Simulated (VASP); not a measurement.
# BaZrO3: structure and properties in VASP, part 4 of 6

Aim: relax BaZrO3, then compute properties on the relaxed cell. The start is a cell from a database of measured crystal structures.

VASP 6.6.1, plane waves and PAW; the level of theory is named at each step.

So far, gap on the k-mesh (eV): step 2 (relaxing cell and atoms (LDA)) 3.22; step 6 (total and projected DOS (LDA)) 3.17.

### Step 7. Vibrations at Γ (LDA) (continued)

Level of this step: LDA; plane waves and PAW (Ba_sv, Zr_sv, O) (VASP).

From OUTCAR (step 7):

```text
   NELECT =      40.0000    total number of electrons

  Total       -0.0117670     -0.0117670     -0.0117670      0.0000000      0.0000000     -0.0000000
  in kB       -0.2619747     -0.2619747     -0.2619747      0.0000000      0.0000000     -0.0000000
  external PRESSURE =      -0.2619747 kB  Pullay stress =       0.0000000 kB

 MACROSCOPIC STATIC DIELECTRIC TENSOR (including local field effects in DFT)
 ------------------------------------------------------
           4.961527     0.000000     0.000000
           0.000000     4.961527    -0.000000
           0.000000     0.000000     4.961527
 ------------------------------------------------------

 PIEZOELECTRIC TENSOR (including local field effects)  for field in x, y, z        (C/m^2)
          XX          YY          ZZ          XY          YZ          ZX
  --------------------------------------------------------------------------------
  x     0.00000     0.00000     0.00000     0.00000     0.00000     0.00000
  y     0.00000     0.00000     0.00000     0.00000     0.00000     0.00000
  z     0.00000     0.00000     0.00000     0.00000     0.00000     0.00000

 BORN EFFECTIVE CHARGES (including local field effects) (in |e|, cummulative output)
 ---------------------------------------------------------------------------------
 ion    1
    1     2.73908     0.00000     0.00000
    2     0.00000     2.73908     0.00000
    3    -0.00000    -0.00000     2.73908
 ion    2
    1     6.13656    -0.00000    -0.00000
    2    -0.00000     6.13656     0.00000
    3     0.00000     0.00000     6.13656
 ion    3
    1    -2.02177    -0.00000     0.00000
    2     0.00000    -2.02177    -0.00000
    3     0.00000     0.00000    -4.83210
 ion    4
    1    -2.02177     0.00000     0.00000
    2     0.00000    -4.83210    -0.00000
    3    -0.00000     0.00000    -2.02177
 ion    5
    1    -4.83210     0.00000    -0.00000
    2     0.00000    -2.02177    -0.00000
    3     0.00000    -0.00000    -2.02177

 Eigenvectors and eigenvalues of the dynamical matrix
 ----------------------------------------------------

   1 f  =   15.656421 THz    98.372193 2PiTHz  522.241985 cm-1    64.749725 meV
             X         Y         Z           dx          dy          dz
      0.000000  0.000000  0.000000     0.022423   -0.008534   -0.000000
      2.079739  2.079739  2.079739     0.147607   -0.056178    0.000000
      2.079739  2.079739  0.000000     0.224103   -0.085291    0.000000
      2.079739  0.000000  2.079739     0.224103    0.329764   -0.000000
      0.000000  2.079739  2.079739    -0.866455   -0.085291   -0.000000

   2 f  =   15.656421 THz    98.372193 2PiTHz  522.241985 cm-1    64.749725 meV
             X         Y         Z           dx          dy          dz
      0.000000  0.000000  0.000000     0.000000    0.000000   -0.023992
      2.079739  2.079739  2.079739     0.000000    0.000000   -0.157936
      2.079739  2.079739  0.000000     0.000000    0.000000    0.927086
      2.079739  0.000000  2.079739     0.000000   -0.000000   -0.239784
      0.000000  2.079739  2.079739    -0.000000    0.000000   -0.239784

   3 f  =   15.656421 THz    98.372193 2PiTHz  522.241985 cm-1    64.749725 meV
             X         Y         Z           dx          dy          dz
      0.000000  0.000000  0.000000     0.008534    0.022423   -0.000000
      2.079739  2.079739  2.079739     0.056178    0.147607    0.000000
      2.079739  2.079739  0.000000     0.085291    0.224103   -0.000000
      2.079739  0.000000  2.079739     0.085291   -0.866455    0.000000
      0.000000  2.079739  2.079739    -0.329764    0.224103    0.000000

   4 f  =    5.793928 THz    36.404326 2PiTHz  193.264649 cm-1    23.961752 meV
             X         Y         Z           dx          dy          dz
      0.000000  0.000000  0.000000    -0.147908   -0.231311   -0.038477
      2.079739  2.079739  2.079739     0.395117    0.617917    0.102786
      2.079739  2.079739  0.000000    -0.227686   -0.356075   -0.014124
[...]
2.079739  2.079739  0.000000     0.693355    0.133947   -0.000000
      2.079739  0.000000  2.079739    -0.693355   -0.000000   -0.036287
      0.000000  2.079739  2.079739    -0.000000   -0.133947    0.036287

  10 f  =    3.123508 THz    19.625581 2PiTHz  104.189022 cm-1    12.917787 meV
             X         Y         Z           dx          dy          dz
      0.000000  0.000000  0.000000    -0.425736    0.496151    0.021258
      2.079739  2.079739  2.079739     0.201768   -0.235139   -0.010075
      2.079739  2.079739  0.000000     0.292525   -0.340907   -0.008722
      2.079739  0.000000  2.079739     0.292525   -0.203564   -0.014606
      0.000000  2.079739  2.079739     0.174674   -0.340907   -0.014606

  11 f  =    3.123508 THz    19.625581 2PiTHz  104.189022 cm-1    12.917787 meV
             X         Y         Z           dx          dy          dz
      0.000000  0.000000  0.000000    -0.496237   -0.423952   -0.043386
      2.079739  2.079739  2.079739     0.235180    0.200922    0.020562
      2.079739  2.079739  0.000000     0.340966    0.291299    0.017801
      2.079739  0.000000  2.079739     0.340966    0.173942    0.029811
      0.000000  2.079739  2.079739     0.203600    0.291299    0.029811

  12 f  =    3.123508 THz    19.625581 2PiTHz  104.189022 cm-1    12.917787 meV
             X         Y         Z           dx          dy          dz
      0.000000  0.000000  0.000000     0.019131    0.044365   -0.652330
      2.079739  2.079739  2.079739    -0.009067   -0.021026    0.309157
      2.079739  2.079739  0.000000    -0.013145   -0.030484    0.267643
      2.079739  0.000000  2.079739    -0.013145   -0.018203    0.448218
      0.000000  2.079739  2.079739    -0.007849   -0.030484    0.448218

  13 f/i=    0.006775 THz     0.042569 2PiTHz    0.225993 cm-1     0.028020 meV
             X         Y         Z           dx          dy          dz
      0.000000  0.000000  0.000000    -0.659275    0.235621   -0.067327
      2.079739  2.079739  2.079739    -0.538829    0.192575   -0.055027
      2.079739  2.079739  0.000000    -0.226448    0.080931   -0.023079
      2.079739  0.000000  2.079739    -0.226448    0.080769   -0.023125
      0.000000  2.079739  2.079739    -0.225994    0.080931   -0.023125

  14 f/i=    0.006775 THz     0.042569 2PiTHz    0.225993 cm-1     0.028020 meV
             X         Y         Z           dx          dy          dz
      0.000000  0.000000  0.000000     0.235489    0.662623    0.013009
      2.079739  2.079739  2.079739     0.192467    0.541566    0.010633
      2.079739  2.079739  0.000000     0.080886    0.227598    0.004459
      2.079739  0.000000  2.079739     0.080886    0.227141    0.004468
      0.000000  2.079739  2.079739     0.080724    0.227598    0.004468

  15 f/i=    0.006775 THz     0.042569 2PiTHz    0.225993 cm-1     0.028020 meV
             X         Y         Z           dx          dy          dz
      0.000000  0.000000  0.000000     0.067787   -0.010348   -0.699994
      2.079739  2.079739  2.079739     0.055403   -0.008457   -0.572109
      2.079739  2.079739  0.000000     0.023283   -0.003554   -0.239952
      2.079739  0.000000  2.079739     0.023283   -0.003547   -0.240434
      0.000000  2.079739  2.079739     0.023237   -0.003554   -0.240434

 MACROSCOPIC STATIC DIELECTRIC TENSOR IONIC CONTRIBUTION
 ------------------------------------------------------
          53.084047     0.000000     0.000000
           0.000000    53.084047     0.000000
           0.000000     0.000000    53.084047
 ------------------------------------------------------

 ELASTIC MODULI CONTR FROM IONIC RELAXATION (kBar)
 Direction    XX          YY          ZZ          XY          YZ          ZX
 --------------------------------------------------------------------------------
 XX           0.0000      0.0000      0.0000      0.0000      0.0000      0.0000
 YY           0.0000      0.0000      0.0000      0.0000      0.0000      0.0000
 ZZ           0.0000      0.0000      0.0000      0.0000      0.0000      0.0000
 XY           0.0000      0.0000      0.0000      0.0000      0.0000      0.0000
 YZ           0.0000      0.0000      0.0000      0.0000      0.0000      0.0000
 ZX           0.0000      0.0000      0.0000      0.0000      0.0000      0.0000
 --------------------------------------------------------------------------------

 PIEZOELECTRIC TENSOR IONIC CONTR  for field in x, y, z        (C/m^2)
          XX          YY          ZZ          XY          YZ          ZX
  --------------------------------------------------------------------------------
  x     0.00000     0.00000     0.00000     0.00000     0.00000     0.00000
  y     0.00000     0.00000     0.00000     0.00000     0.00000     0.00000
  z     0.00000     0.00000     0.00000     0.00000     0.00000     0.00000

[... 9 parts as in an earlier step ...]

[... 3 further parts left out ...]
```

Energies printed during the response cycles are not total energies of the cell.

This step gave:

```yaml
bands: 26
irreducible_k_points: 10
pressure_of_the_cell: -0.02620 GPa
largest_force_of_the_cell: 0 eV/Å
fermi_energy: 4.675 eV
valence_top_at_k: 0.4, 0.4, 0.4
gap_on_the_k_mesh: 3.225 eV
least_direct_gap_on_the_k_mesh: 3.304 eV
```

Electronic dielectric tensor with local fields:

```
4.96 0.00 0.00
0.00 4.96 0.00
0.00 0.00 4.96
```

Ionic part of the static dielectric tensor:

```
53.08  0.00  0.00
 0.00 53.08  0.00
 0.00  0.00 53.08
```

Born effective charge (e), principal values of the symmetric part by kind of site:

```csv
atom,atoms with these values,low,middle,high,mean
Ba1,1,2.74,2.74,2.74,2.74
Zr2,1,6.14,6.14,6.14,6.14
O3,3,-4.83,-2.02,-2.02,-2.96
```

In full for Ba1:

```
2.74 0.00 0.00
0.00 2.74 0.00
0.00 0.00 2.74
```

Infrared lines, with heights relative to the strongest:

```
position (cm⁻¹)  lines merged  squared mode dipole, relative
            104             3                             55
            176             3                            0.0
            193             3                             96
            522             3                            100
```

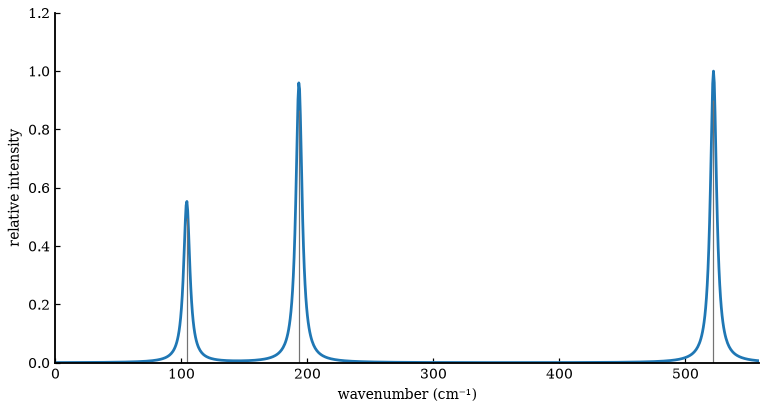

The infrared spectrum, broadened with Lorentzians of width 6 cm⁻¹; bars mark the lines.

Transverse limit, no LO-TO splitting. Modes at Γ, with each element's share of the kinetic energy:

| mode | frequency (cm⁻¹) | symmetry | IR | Ba % | Zr % | O % |
| --- | --- | --- | --- | --- | --- | --- |
| 1 | -0.2 | acoustic | 3.1e-6 | 49 | 33 | 17 |
| 2 | -0.2 | acoustic | 3.1e-6 | 49 | 33 | 17 |
| 3 | -0.2 | acoustic | 3.1e-6 | 49 | 33 | 17 |
| 4 | 104.2 | T1u | 0.54 | 43 | 10 | 48 |
| 5 | 104.2 | T1u | 0.54 | 43 | 10 | 48 |
| 6 | 104.2 | T1u | 0.54 | 43 | 10 | 48 |
| 7 | 175.6 | T2u | 0 | 0 | 0 | 100 |
| 8 | 175.6 | T2u | 0 | 0 | 0 | 100 |
| 9 | 175.6 | T2u | 0 | 0 | 0 | 100 |
| 10 | 193.3 | T1u | 0.93 | 8 | 55 | 37 |
| 11 | 193.3 | T1u | 0.93 | 8 | 55 | 37 |
| 12 | 193.3 | T1u | 0.93 | 8 | 55 | 37 |
| 13 | 522.2 | T1u | 0.97 | 0 | 2 | 97 |
| 14 | 522.2 | T1u | 0.97 | 0 | 2 | 97 |
| 15 | 522.2 | T1u | 0.97 | 0 | 2 | 97 |

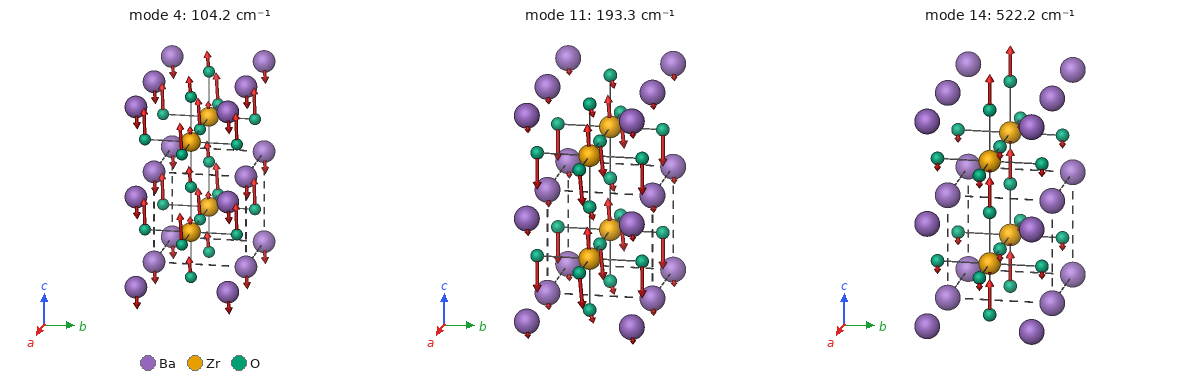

Displacement patterns of modes 4, 11 and 14 at Γ; arrows are exaggerated. 2×1×2 cells are drawn. Some periodic images of atoms are drawn too.

The Born charges sum to zero; the printed set may have that rule imposed, so this is no test. Born charges and mode vectors give each infrared mode its dipole; summed over the modes, dipole squared over frequency squared adds 53.1 to the electronic 4.96, for a mean static constant of 58.0. By the characters of their eigenvectors the optical modes sort into (cm⁻¹) infrared active: T1u 104, T1u 193, T1u 522; silent: T2u 176.

### Step 8. Volume scan with LDA, volume scale 0.94

An equation of state needs energies on both sides of the minimum, all on one mesh and cutoff.

INCAR

```
SYSTEM = BaZrO3
PREC = Accurate
ENCUT = 520
EDIFF = 1E-06
NELM = 100
ISMEAR = -1
SIGMA = 0.05
LREAL = .FALSE.
ALGO = Normal
GGA = CA
NBANDS = 26
LORBIT = 11
LWAVE = .FALSE.
LCHARG = .FALSE.
KPAR = 2
ISIF = 2
```

POSCAR

```
BaZrO3
1.0
    4.0745671237      0.0000000000      0.0000000000
    0.0000000000      4.0745671237      0.0000000000
    0.0000000000      0.0000000000      4.0745671237
Ba Zr O
1 1 3
Direct
    0.0000000000      0.0000000000      0.0000000000
    0.5000000000      0.5000000000      0.5000000000
    0.5000000000      0.5000000000      0.0000000000
    0.5000000000      0.0000000000      0.5000000000
    0.0000000000      0.5000000000      0.5000000000
```

KPOINTS

```
Automatic mesh
0
Gamma
5 5 5
0 0 0
```

The projector-augmented-wave data sets are Ba_sv, Zr_sv and O (LDA family, release 64).

The run is started by

```
mpirun -np 2 vasp_std
```

The program printed:

```text
[... set-up lines as in an earlier step ...]
 entering main loop
       N       E                     dE             d eps       ncg     rms          rms(c)
DAV:   1     0.312222288832E+03    0.31222E+03   -0.22364E+04   520   0.153E+03
DAV:   2    -0.327357286843E+02   -0.34496E+03   -0.33687E+03   638   0.381E+02
DAV:   3    -0.523466619610E+02   -0.19611E+02   -0.19563E+02   812   0.861E+01
DAV:   4    -0.528008112239E+02   -0.45415E+00   -0.45373E+00   712   0.108E+01
DAV:   5    -0.528077048031E+02   -0.68936E-02   -0.68928E-02   716   0.108E+00    0.348E+01
DAV:   6    -0.457359824505E+02    0.70717E+01   -0.38480E+01   596   0.416E+01    0.161E+01
DAV:   7    -0.456343122166E+02    0.10167E+00   -0.27855E+00   696   0.970E+00    0.964E+00
DAV:   8    -0.455832741870E+02    0.51038E-01   -0.27094E-01   672   0.398E+00    0.668E-01
DAV:   9    -0.455784780942E+02    0.47961E-02   -0.51215E-02   660   0.129E+00    0.451E-01
DAV:  10    -0.455785170232E+02   -0.38929E-04   -0.11879E-02   718   0.933E-01    0.218E-01
DAV:  11    -0.455782287004E+02    0.28832E-03   -0.17902E-03   660   0.370E-01    0.265E-02
DAV:  12    -0.455782271331E+02    0.15674E-05   -0.89859E-05   702   0.653E-02    0.247E-02
DAV:  13    -0.455782268728E+02    0.26029E-06   -0.44041E-06   642   0.148E-02
   1 F= -.45578227E+02 E0= -.45578227E+02  d E =-.503820E-10
```

Wall time 8.8 s (2 MPI ranks of AMD EPYC 7R43, shared host); peak memory 0.25 GiB.

From OUTCAR (step 8):

```text
   ENCUT  =  520.0 eV  38.22 Ry    6.18 a.u.   7.58  7.58  7.58*2*pi/ulx,y,z

   NELECT =      40.0000    total number of electrons

 E-fermi :   5.1451

 k-point     1 :       0.0000    0.0000    0.0000
  band No.  band energies     occupation
    ...
     16       2.9756      2.00000
     17       2.9756      2.00000
     18       4.0181      2.00000
     19       4.0181      2.00000
     20       4.0181      2.00000
     21       7.3413      0.00000
     22       7.3413      0.00000
     23       7.3413      0.00000
     24       8.7198      0.00000
     25       8.7198      0.00000
    ...

  Total        5.2118707      5.2118707      5.2118707      0.0000000      0.0000000     -0.0000000
  in kB      123.4411000    123.4411000    123.4411000      0.0000000      0.0000000     -0.0000000
  external PRESSURE =     123.4411000 kB  Pullay stress =       0.0000000 kB

 POSITION                                       TOTAL-FORCE (eV/Angst)
 -----------------------------------------------------------------------------------
      0.00000      0.00000      0.00000         0.000000      0.000000      0.000000
      2.03728      2.03728      2.03728         0.000000      0.000000      0.000000
      2.03728      2.03728      0.00000         0.000000      0.000000      0.000000
      2.03728      0.00000      2.03728         0.000000      0.000000      0.000000
      0.00000      2.03728      2.03728         0.000000      0.000000      0.000000
 -----------------------------------------------------------------------------------
    total drift:                                0.000000      0.000000     -0.000000

  FREE ENERGIE OF THE ION-ELECTRON SYSTEM (eV)
  ---------------------------------------------------
  free  energy   TOTEN  =       -45.5782268728 eV

  energy  without entropy=      -45.5782268727  energy(sigma->0) =      -45.57822687

[... 3 parts as in an earlier step ...]

[... 13 further parts left out ...]
```

The scan keeps the cell's shape and the fractional positions fixed.

Numbers from this step:

```yaml
scf_cycles: 13
free_energy_toten: -45.58 eV
fermi_energy: 5.145 eV
pressure: 12.34 GPa
valence_top_at_k: 0, 0, 0
gap_on_the_k_mesh: 3.323 eV
least_direct_gap_on_the_k_mesh: 3.323 eV
```

The pressure here is 12.34 GPa.

### Step 9. Volume scan with LDA, volume scale 0.96

INCAR is that of step 8.

Changes to POSCAR since step 8:

```diff
@@ -2,5 +2,5 @@
 1.0
-    4.0745671237      0.0000000000      0.0000000000
-    0.0000000000      4.0745671237      0.0000000000
-    0.0000000000      0.0000000000      4.0745671237
+    4.1032622038      0.0000000000      0.0000000000
+    0.0000000000      4.1032622038      0.0000000000
+    0.0000000000      0.0000000000      4.1032622038
 Ba Zr O
```

KPOINTS is that of step 8.

The run is started by

```
mpirun -np 2 vasp_std
```

The program printed:

```text
[... set-up lines as in an earlier step ...]
 entering main loop
       N       E                     dE             d eps       ncg     rms          rms(c)
DAV:   1     0.309249104342E+03    0.30925E+03   -0.22553E+04   520   0.153E+03
DAV:   2    -0.328936055557E+02   -0.34214E+03   -0.33634E+03   654   0.373E+02
DAV:   3    -0.525298983763E+02   -0.19636E+02   -0.19598E+02   838   0.849E+01
DAV:   4    -0.529208854522E+02   -0.39099E+00   -0.39069E+00   686   0.997E+00
DAV:   5    -0.529286526809E+02   -0.77672E-02   -0.77658E-02   742   0.113E+00    0.333E+01
DAV:   6    -0.458474564208E+02    0.70812E+01   -0.38839E+01   598   0.413E+01    0.153E+01
DAV:   7    -0.457308511368E+02    0.11661E+00   -0.28947E+00   692   0.981E+00    0.928E+00
DAV:   8    -0.456749835628E+02    0.55868E-01   -0.29479E-01   680   0.415E+00    0.707E-01
DAV:   9    -0.456700978618E+02    0.48857E-02   -0.51433E-02   664   0.132E+00    0.471E-01
DAV:  10    -0.456701370875E+02   -0.39226E-04   -0.12208E-02   722   0.948E-01    0.226E-01
DAV:  11    -0.456698335134E+02    0.30357E-03   -0.19280E-03   666   0.386E-01    0.267E-02
DAV:  12    -0.456698325038E+02    0.10096E-05   -0.94367E-05   720   0.682E-02    0.264E-02
DAV:  13    -0.456698317267E+02    0.77711E-06   -0.51500E-06   668   0.166E-02
   1 F= -.45669832E+02 E0= -.45669832E+02  d E =-.119309E-10
```

Elapsed: 8.8 s, on 2 MPI ranks; peak memory 0.26 GiB.

OUTCAR, selected parts (step 9):

```text
   ENCUT  =  520.0 eV  38.22 Ry    6.18 a.u.   7.63  7.63  7.63*2*pi/ulx,y,z

   NELECT =      40.0000    total number of electrons

 E-fermi :   5.0491

 k-point     1 :       0.0000    0.0000    0.0000
  band No.  band energies     occupation
    ...
     16       2.8457      2.00000
     17       2.8457      2.00000
     18       3.8176      2.00000
     19       3.8176      2.00000
     20       3.8176      2.00000
     21       7.1394      0.00000
     22       7.1394      0.00000
     23       7.1394      0.00000
     24       8.5338      0.00000
     25       8.5338      0.00000
    ...

  Total        3.3477993      3.3477993      3.3477993      0.0000000      0.0000000      0.0000000
  in kB       77.6394041     77.6394041     77.6394041      0.0000000      0.0000000      0.0000000
  external PRESSURE =      77.6394041 kB  Pullay stress =       0.0000000 kB

 POSITION                                       TOTAL-FORCE (eV/Angst)
 -----------------------------------------------------------------------------------
      0.00000      0.00000      0.00000         0.000000      0.000000      0.000000
      2.05163      2.05163      2.05163         0.000000      0.000000      0.000000
      2.05163      2.05163      0.00000         0.000000      0.000000      0.000000
      2.05163      0.00000      2.05163         0.000000      0.000000      0.000000
      0.00000      2.05163      2.05163         0.000000      0.000000      0.000000
 -----------------------------------------------------------------------------------
    total drift:                                0.000000     -0.000000     -0.000000

  FREE ENERGIE OF THE ION-ELECTRON SYSTEM (eV)
  ---------------------------------------------------
  free  energy   TOTEN  =       -45.6698317267 eV

  energy  without entropy=      -45.6698317267  energy(sigma->0) =      -45.66983173

[... 4 parts as in an earlier step ...]

[... 12 further parts left out ...]
```

This step gave:

```yaml
free_energy_toten: -45.67 eV
fermi_energy: 5.049 eV
pressure: 7.764 GPa
valence_top_at_k: 0.4, 0.4, 0.4
gap_on_the_k_mesh: 3.310 eV
least_direct_gap_on_the_k_mesh: 3.322 eV
```

The pressure falls from 12.34 to 7.76 GPa.

The run ends at a pressure of 7.76 GPa.

(Part 4 of 6 ends here.)

[Lines on the potential files, build, host, timing and source positions are cut from VASP's logs without a mark.]

[Logs are printed without paths, hosts, clocks, repeated set-up lines and the standing remarks that a program may print on its own settings, such as how far it seeks lower states.]

[Hosts, paths, dates, database ids (printed as entryN), source tags and the programs' standing remarks are cut or masked in the printed files.]

[A measured line is paired with the nearest computed mode of its activity, which favours agreement.]
